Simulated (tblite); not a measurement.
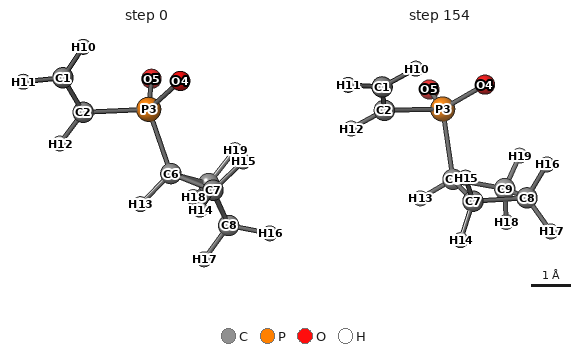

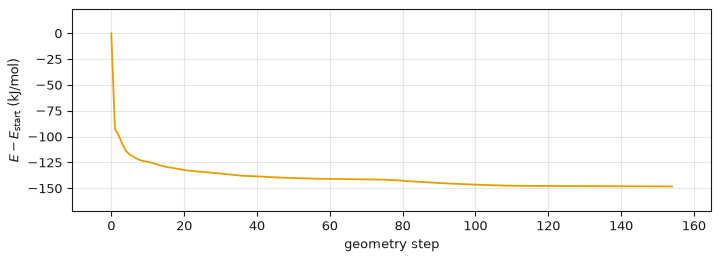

First and last geometry of a relaxation of C6H10O2P (charge −1), with the history of the run. The picture is a ball-and-stick view, seen from a free direction.

Method: GFN2-xTB geometry optimisation, gas phase in tblite. 

### What do the curves and the structures tell?

It converged. The atom that moves furthest after the best rigid fit is H16 (2.07 Å). By element the largest moves are H 2.07 Å, C 0.92 Å, O 0.91 Å, P 0.56 Å. Some distances before and after: P3–O5 1.690 → 1.492 Å, P3–C6 1.797 → 1.872 Å, C2–P3 1.779 → 1.847 Å, C6–H13 1.135 → 1.092 Å. Among the angles between lasting bonds that change: C2–P3–C6 107.4° → 97.5°, C9–C6–H13 106.9° → 116.7°, P3–C6–C9 117.2° → 108.0°. Groups turn about P3–C6 by about 45°, C2–P3 by about 25°. Over 154 geometry steps the energy falls by 148.2 kJ/mol.
